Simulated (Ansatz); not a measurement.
**PbSe (rock salt): generalised stacking-fault energy along a line**

PbSe (rock salt) is sheared across one {100} plane: the third cell vector gains the shift, so faults repeat every 9.3 Å. The cut lies between planes 3.11 Å apart; the cell height is held.

```
PbSe
1.0
    4.39655     0.00000     0.00000
    0.00000     4.39655     0.00000
    2.19827     2.19827     9.32648
Se Pb
3 3
Direct
  0.00000   0.00000   0.83333
  0.33333   0.33333   0.16667
  0.66667   0.66667   0.50000
  0.50000   0.50000   0.83333
  0.83333   0.83333   0.16667
  0.16667   0.16667   0.50000
```

In-plane vectors a = (4.397, 0.000) Å, b = (0.000, 4.397) Å, area 19.33 Å². The shift is s times the vector a (length 4.397 Å), so s = 1 restores the start. The shift is rigid: no atom relaxes. γ = [E(shift) − E(0)] / area.

All values below come from PBE (plane waves to 420 eV, PAW, scalar-relativistic; Ansatz, a quantum-chemistry and plane-wave program). k mesh 7×7×7 (Γ-centred), Fermi-Dirac smearing 0.05 eV. E is the zero-smearing estimate. Faults lie only 9.3 Å apart, and holding the cell height and the atoms raises γ above its relaxed value. PbSe was relaxed with its symmetry unable to fall. Spin-orbit coupling is left out, though Pb is heavy. The PAW data are Ansatz's earlier set. The zero of γ is zero shift.

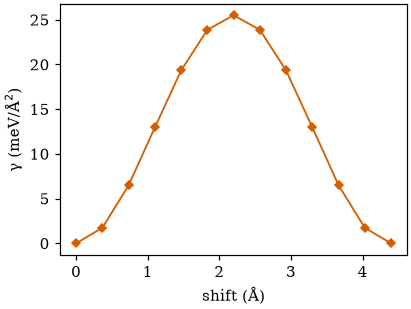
Figure. γ (meV/Å²) against shift (Å); markers are the computed points, lines only join them (the last repeats the first, one period on).

The highest computed γ on the line comes out as 409 mJ/m². The steepest slope dγ/d(shift) before the first maximum (spline) comes out as 2.9 GPa. Position of the highest point: s = 0.500. Local minima between the ends: no computed point is one.

A slope of 1 mJ/m² per Å is 0.01 GPa.

(The slope of γ gives the shear force per area between the displaced halves; near zero shift its curvature is an elastic stiffness.)
